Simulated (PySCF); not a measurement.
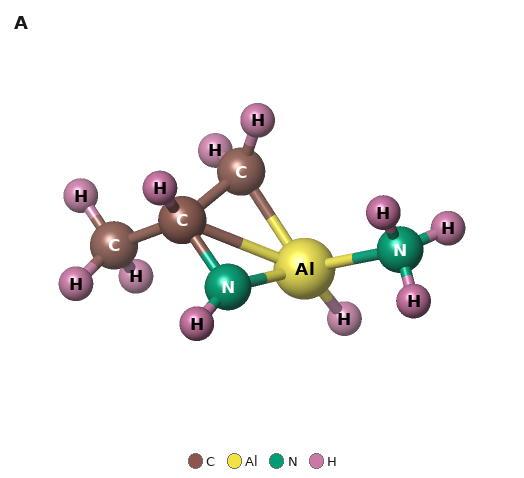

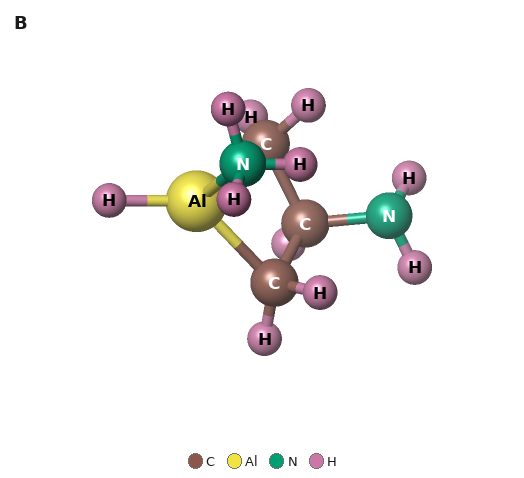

2 stationary structures of one formula. Geometries: GFN2-xTB. Electronic energies: CAM-B3LYP/def2-SVPD (PySCF 2.14.0), without zero-point energy. No frequency run is at hand to confirm each as a minimum. Each is one conformer, not always the lowest.

Which structure is the most stable?

A is lowest; B lies 83.2 kJ/mol above it.

The geometry is semi-empirical. Around Al such bond lengths and angles can be off by a tenth of an ångström or more and by several degrees, and values that hang on the shape move with them.
